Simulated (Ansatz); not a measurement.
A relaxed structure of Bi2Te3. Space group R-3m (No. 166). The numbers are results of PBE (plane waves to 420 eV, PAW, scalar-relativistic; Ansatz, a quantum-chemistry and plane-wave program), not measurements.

Space group R-3m, hexagonal axes (No. 166); a = b = 4.477 Å, c = 29.535 Å, α = β = 90.00°, γ = 120.00°

| atom | site | symmetry | x | y | z |
|---|---|---|---|---|---|
| Bi | 6c | 3m | 0.0000 | 0.0000 | 0.1969 |
| Te | 3a | -3m | 0.0000 | 0.0000 | 0.0000 |
| Te | 6c | 3m | 0.0000 | 0.0000 | 0.3943 |
(The calculation used a cell of 5 atoms; values per cell refer to that cell.)

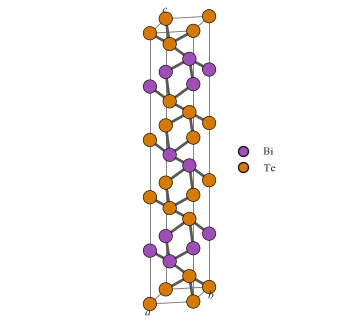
Figure: The conventional cell of the relaxed structure

```json
{
  "volume_per_atom": "34.18 Å³",
  "density": "7.78 g/cm³",
  "band_gap": "no gap on the sampled points, where the bands overlap only slightly; such a result is sensitive to mesh and level",
  "shortest_distances": "Bi–Bi 3.14 Å; Te–Te 3.15 Å; Bi–Te 3.41 Å",
  "k-mesh": "12×12×12"
}
```

Band energies at high-symmetry points (eV from the Fermi level; labels of this space group; no spin-orbit coupling), from −5 eV up to 3.5 eV:

| point | energies |
|---|---|
| Γ | -2.75 -2.75 -2.46 -2.13 -1.60 -1.60 -0.54 -0.23 -0.23 -0.08 -0.08 0.40 2.22 2.37 2.37 |
| T | -2.79 -2.75 -2.75 -1.69 -1.53 -1.53 -0.97 -0.72 -0.72 0.61 0.61 1.07 1.63 1.95 1.95 |
| H2 | -4.80 -4.68 -4.59 -3.57 -3.27 -2.13 -2.05 -0.61 -0.49 0.88 0.92 2.00 3.36 |
| H0 | -4.80 -4.68 -4.59 -3.57 -3.27 -2.13 -2.05 -0.61 -0.49 0.88 0.92 2.00 3.36 |
| L | -3.88 -3.76 -3.00 -2.77 -2.53 -2.51 -0.53 -0.05 0.06 0.40 2.51 3.08 3.23 |
| S0 | -4.82 -4.72 -4.57 -3.60 -2.90 -2.74 -1.36 -1.33 -0.19 0.57 1.57 1.69 |
| S2 | -4.82 -4.72 -4.57 -3.60 -2.90 -2.74 -1.36 -1.33 -0.19 0.57 1.57 1.69 |
| F | -4.12 -4.04 -3.94 -2.12 -1.85 -1.74 -1.67 -0.41 0.50 1.53 1.71 2.24 2.97 3.19 |

No spin polarisation in the result.

The run could not lose the symmetry of its start.

It was reached from a disturbed copy of a R-3m (No. 166) cell (AFLOW prototype A2B3_hR5_166_c_ac (C33, as in Bi2Te3)), against which it lies +0.25 eV/atom.

The first start was generated by placing the elements on the sites of a structure type. A measured structure of Bi2Te3 has the same space group, R-3m (No. 166); the sites were not compared with it.
